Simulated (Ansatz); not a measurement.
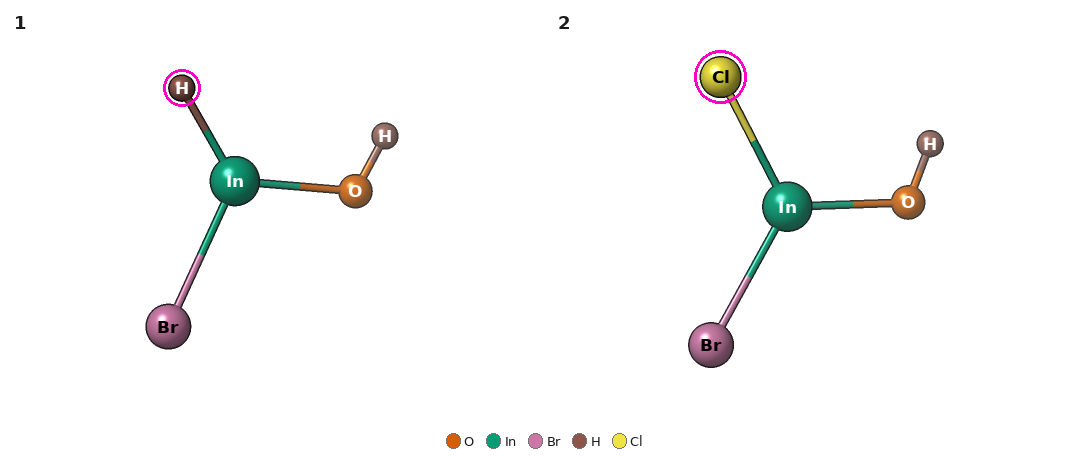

2 molecules with one skeleton, seen from the same side and at one scale; the atom that differs is circled. Charge 0, singlet. Computed geometries: PBE0-D4/def2-TZVP optimisations, one conformation each. Properties computed with Ansatz 0.2.0. Elements past Kr carry core potentials.

One atom differs, called X below: H in panel 1, Cl in panel 2. Their formulas are BrH2InO (`[OH][InH][Br]`), BrClHInO (`[OH][In]([Cl])[Br]`).

Question: In which is the HOMO energy (Kohn–Sham orbital) higher (PBE0-D4/def2-SVP)?

Answer: In panel 1 (X = H).

Question: In which is the dipole moment larger (PBE0-D4/def2-TZVP)?

Answer: In panel 1 (X = H).

Give the values. With PBE0-D4/def2-TZVP: length of X–In (Å), angle O–In–X (°), dipole moment (D), harmonic zero-point energy (kJ/mol), harmonic X–In stretching wavenumber (cm⁻¹). With PBE0-D4/def2-SVP: HOMO energy (Kohn–Sham orbital) (eV), HOMO–LUMO gap (eV).

| quantity | 1 (H) | 2 (Cl) | 2 − 1 |
| --- | --- | --- | --- |
| length of X–In (Å) | 1.701 | 2.310 | +0.609 |
| angle O–In–X (°) | 127.1 | 118.2 | −8.9 |
| dipole moment (D) | 3.44 | 0.97 | −2.47 |
| harmonic zero-point energy (kJ/mol) | 52.0 | 39.4 | −12.6 |
| HOMO energy (Kohn–Sham orbital) (eV) | −8.02 | −8.69 | −0.67 |
| HOMO–LUMO gap (eV) | 6.61 | 6.25 | −0.36 |
| harmonic X–In stretching wavenumber (cm⁻¹) | 1877 | 373 | −1504 |
